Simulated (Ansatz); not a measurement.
# GaHCl2O (SMILES [OH][Ga]([Cl])[Cl]) at B3LYP/6-31G(d) (Cartesian functions)

Aim: the vertical ionisation energy of GaHCl2O at B3LYP/6-31G* (Cartesian functions), from 2 runs. 

The results are computed with Ansatz 0.2.0.

79 further runs of the same task are left out: 79 set aside as unsound or not needed. Runs told in other sessions of the task aren't counted.

## (1) Starting point

The species is GaHCl2O (5 atoms), meant as a singlet with charge 0. SMILES: `[OH][Ga]([Cl])[Cl]`. Geometry: relaxed at PBE0-D4/def2-TZVP.

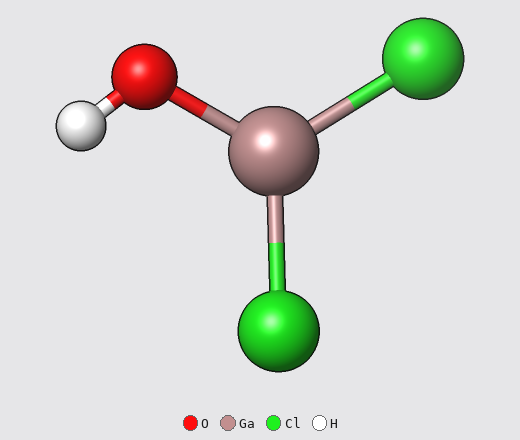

Viewed from a chosen angle; oxygen red, gallium pink, chlorine green, hydrogen white.

## (2) The energy at B3LYP/6-31G(d) (Cartesian functions)

in.yaml reads:

```yaml
basis:
  gaussian: {orbitals: "6-31G*"}
crystal:
  periodic: [false, false, false]
  atoms:
    - symbol: O
      position_ang: [0.254500, 1.354600, 0.245900]
    - symbol: Ga
      position_ang: [0.118500, -0.394500, 0.056800]
    - symbol: Cl
      position_ang: [1.500000, -1.634900, 1.057700]
    - symbol: Cl
      position_ang: [-1.407900, -1.236300, -1.155800]
    - symbol: H
      position_ang: [-0.415200, 1.837400, -0.246000]
hamiltonian: {xc: {name: B3LYP}}
accuracy: high
output: {orbitals: {seedname: orbitals}}
```

Started as:

```bash
ansatz run in.yaml --threads 1 --pin off --max-ram 3480MiB --events-out events.jsonl --progress --plain --runs-dir runs
```

Output:

```text
Warning: RAYON_NUM_THREADS=1 ignored (pool sized by the plan → 1); use --threads N
Functional definition: B3LYP
  name "B3LYP"
  parameter a0 = 0.2
  parameter ax = 0.72
  parameter ac = 0.81
  exchange = (1 - a0 - ax)*slater_x + ax*b88_x + a0*exact_x
  correlation = (1 - ac)*vwn_rpa_c + ac*lyp_c
1728 factors; integrals over basis functions are off by at most 6.8e-9 eV
mean field evaluation 1: about -79477.7452 eV, gradient 5.9e1 eV
mean field evaluation 2: about -79441.9341 eV, gradient 1.4e2 eV
mean field evaluation 4: about -79483.6164 eV, gradient 9.8e0 eV
mean field evaluation 8: about -79483.8332 eV, gradient 5.1e-1 eV
mean field evaluation 16: about -79483.8338 eV, gradient 4.7e-5 eV
mean field -79483.83376036 eV, -2920.9770146158 hartree, gradient 2.1e-8 eV, S^2 0.000000; 0 other end points of the search recorded, 0 dependent functions left out
reference -79483.83379912 eV, -2920.9770160400 hartree; 37, 37 occupied and 53, 53 virtual orbitals, 1728 factors
Total energy: -79483.83379912 eV, -2920.9770160400 hartree
```

It took 8.4 s on 1 thread of Arm Neoverse V2, shared host; peak memory 0.32 GiB.

## (3) The doublet cation

run.yaml reads:

```yaml
basis:
  gaussian:
    orbitals: "6-31G*"
crystal:
  periodic: [false, false, false]
  atoms:
    - {symbol: O, position_ang: [0.254500, 1.354600, 0.245900]}
    - {symbol: Ga, position_ang: [0.118500, -0.394500, 0.056800]}
    - {symbol: Cl, position_ang: [1.500000, -1.634900, 1.057700]}
    - {symbol: Cl, position_ang: [-1.407900, -1.236300, -1.155800]}
    - {symbol: H, position_ang: [-0.415200, 1.837400, -0.246000]}
total_charge: 1
magnetization:
  spin_polarized: true
  initial_magnetization: 1
hamiltonian:
  xc: {name: B3LYP}
accuracy: high
output: {orbitals: {seedname: orbitals}}
```

Started as:

```bash
ansatz run run.yaml --threads 1 --pin off --max-ram 3480MiB --events-out events.jsonl --progress --plain --runs-dir runs
```

Output (excerpt; [...] marks lines left out):

```text
Warning: RAYON_NUM_THREADS=1 ignored (pool sized by the plan → 1); use --threads N
[... 7 set-up lines as earlier in the session ...]
1727 factors; integrals over basis functions are off by at most 6.8e-9 eV
mean field evaluation 1: about -79460.6747 eV, gradient 5.7e1 eV
mean field evaluation 2: about -79335.2769 eV, gradient 1.4e2 eV
mean field evaluation 4: about -79465.4258 eV, gradient 3.4e1 eV
mean field evaluation 8: about -79472.2080 eV, gradient 3.3e0 eV
mean field evaluation 16: about -79472.3160 eV, gradient 2.4e0 eV
mean field evaluation 32: about -79471.8020 eV, gradient 8.1e0 eV
mean field evaluation 64: about -79472.3894 eV, gradient 7.9e-1 eV
mean field -79472.44235565 eV, -2920.5583882140 hartree, gradient 2.6e-8 eV, S^2 0.757747; 9 other end points of the search recorded, 0 dependent functions left out
reference -79472.44239532 eV, -2920.5583896718 hartree; 37, 36 occupied and 53, 54 virtual orbitals, 1727 factors
Total energy: -79472.44239532 eV, -2920.5583896718 hartree
```

It took 55 s on 1 thread of Arm Neoverse V2, shared host; peak memory 0.58 GiB.

## (4) Outcome

At B3LYP/6-31G* (Cartesian functions):

```
                                          quantity           value
                     singlet GaHCl2O: total energy  -2920.97702 Eh
                      singlet GaHCl2O: HOMO energy        -9.05 eV
                      singlet GaHCl2O: LUMO energy        -1.99 eV
                    singlet GaHCl2O: HOMO–LUMO gap         7.06 eV
                      doublet cation: total energy  -2920.55839 Eh
doublet cation: HOMO energy (highest over α and β)       -14.78 eV
 doublet cation: LUMO energy (lowest over α and β)       -13.73 eV
                              doublet cation: ⟨S²⟩           0.758
vertical ionisation energy (to the doublet cation)       11.391 eV
```

In words: Removing an electron at fixed nuclei costs 11.39 eV (263 kcal/mol). The negative HOMO energy of the first species, 9.05 eV, lies 2.35 eV below that difference.
